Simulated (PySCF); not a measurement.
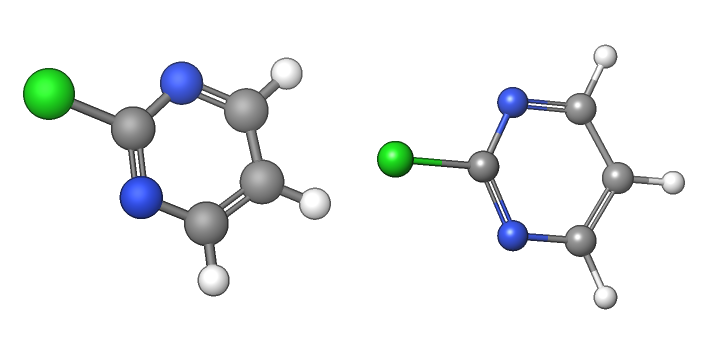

Two views of one molecule. Colours: chlorine green, carbon grey, nitrogen blue, hydrogen white.

Computed geometry: PBE0-D3(BJ)/def2-TZVP optimisation. No frequency run is at hand to confirm it as a minimum.

Question: Give the formula.

Answer: C₄H₃ClN₂, 10 atoms: 4 carbon, 3 hydrogen, 1 chlorine and 2 nitrogen.

Question: Which point group does it belong to?

Answer: C2v.

Question: How many bonds of each kind are drawn?

Answer: 4 C–N, 3 C–H, 2 C–C, 1 C–Cl.

The parts below concern this one geometry. Atoms keep their numbers from picture to picture.

## Shape

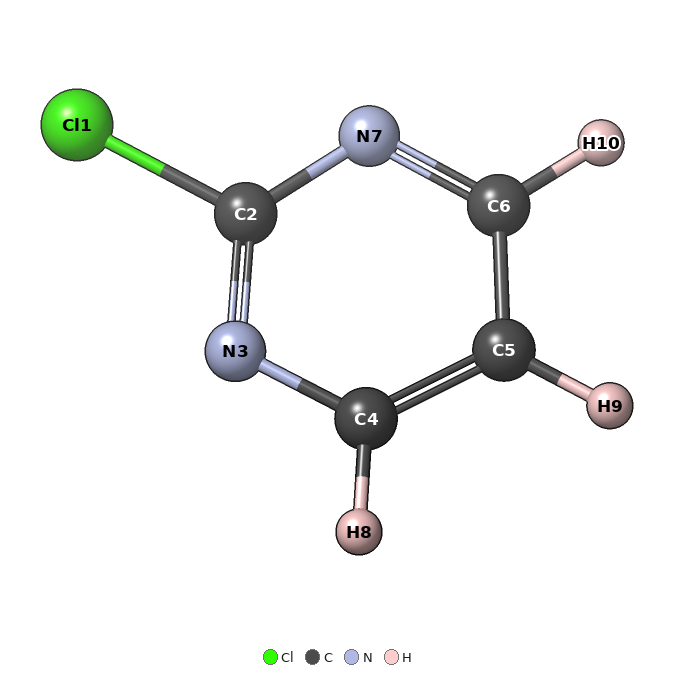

Atoms carry their numbers in the input. No frequency run is at hand to confirm it as a minimum.

Question: How are the neighbours of atom 2 arranged?

Answer: C2 has 3 neighbours (Cl1 at 1.72, N3 at 1.32, N7 at 1.32 Å); the arrangement is trigonal planar.

Question: Describe the coordination of atom 4.

Answer: C4 has 3 neighbours (N3 at 1.33, C5 at 1.38, H8 at 1.09 Å); the arrangement is trigonal planar.

Question: Describe the coordination of atom 3.

Answer: N3 has 2 neighbours (C2 at 1.32, C4 at 1.33 Å); the arrangement is bent.

Question: What is the geometry at C5?

Answer: C5 has 3 neighbours (C4 at 1.38, C6 at 1.38, H9 at 1.08 Å); the arrangement is trigonal planar.

Question: What is the dihedral angle N7–C2–N3–C4?

Answer: 0° in size, that is syn (eclipsed).

## Quadrupole coupling

No frequency run is at hand to confirm it as a minimum. Electric field gradients from the ground-state density, PBE0/pcSseg-2 (PySCF 2.14.0), non-relativistic apart from any core potentials.

Give the largest field-gradient component, the quadrupole coupling constant and the asymmetry for 35Cl at Cl1 (Q = −81.7 mb), 14N at N3 (Q = 20.44 mb), 2H at H8 (Q = 2.86 mb), 2H at H9 (Q = 2.86 mb).

```csv
atom,V_zz (a.u.),e²qQ/h (MHz),η
Cl1,3.744,−71.9,0.23
N3,−1.056,−5.07,0.28
H8,0.284,0.191,0.05
H9,0.297,0.199,0.06
```

## NMR shielding

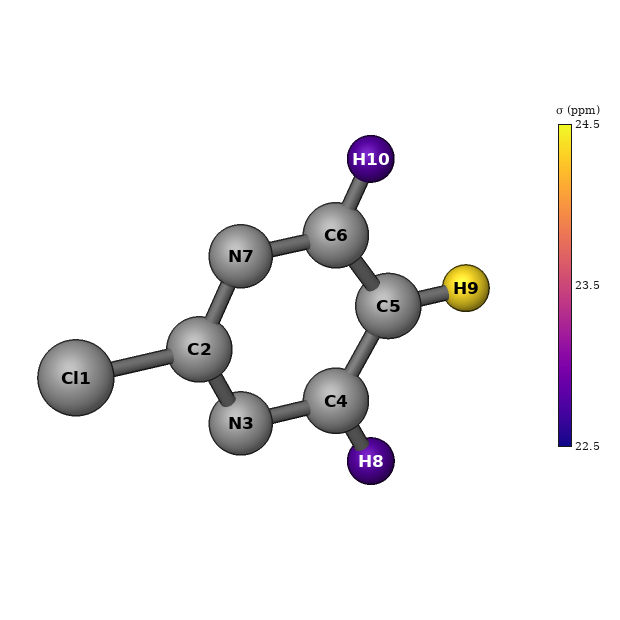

Atoms are coloured by their isotropic NMR shieldings (H only, the others grey). No frequency run is at hand to confirm it as a minimum. Method: GIAO ωB97X-D/pcSseg-2 NMR shielding, non-relativistic, gas phase (PySCF 2.14.0).

List the isotropic NMR shieldings of the H atoms.

| atom | σ (ppm) |
| --- | --- |
| H8 | 22.80 |
| H9 | 24.36 |
| H10 | 22.80 |

## Electronic properties

No frequency run is at hand to confirm it as a minimum. Level of theory: B97-2/pcSseg-2, gas phase (PySCF 2.14.0).

What does the calculation give?

- dipole moment: 3.77 D
- HOMO energy (Kohn–Sham orbital): −7.56 eV
- LUMO energy (Kohn–Sham orbital): −1.74 eV
- HOMO–LUMO gap: 5.82 eV
